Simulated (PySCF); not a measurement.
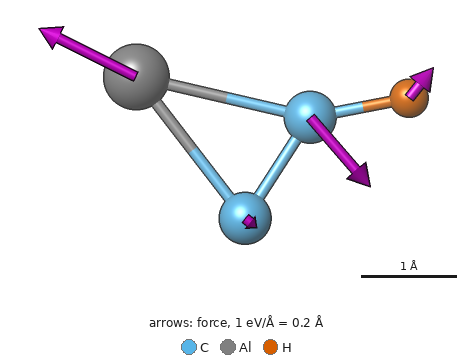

Starting geometry of C2HAl with the computed forces as purple arrows. Style: ball-and-stick. Shown face on.

It is one of the separated reactants of a reaction.

All numbers below come from PySCF 2.14.0, RKS PBE-D4/def2-SVP, density fitting. 

Q: What follows when this structure is relaxed?

A: It isn't relaxed: the largest force vector, on the Al atom, is 5.80 eV/Å. The final displacements follow the starting forces only in part (cosine between the two patterns 0.40). Over 21 geometry steps the energy falls by 1.936 eV. The Al atom moves most after the best rigid fit: 1.02 Å. By element the largest moves are Al 1.02 Å, C 0.95 Å, H 0.63 Å. Among the contacts that change: Al–C 1.878 → 3.223 Å, Al–C 1.878 → 1.984 Å, C–C 1.267 → 1.239 Å, C–H 1.060 → 1.084 Å. Bonds break, among them: Al–C (1.88 → 3.22 Å). Among the angles between lasting bonds that change: C–C–Al 70.3° → 178.5°, C–C–H 133.6° → 179.9°. Cost: 45 s on 2 threads of Arm Neoverse V1, on a shared host.
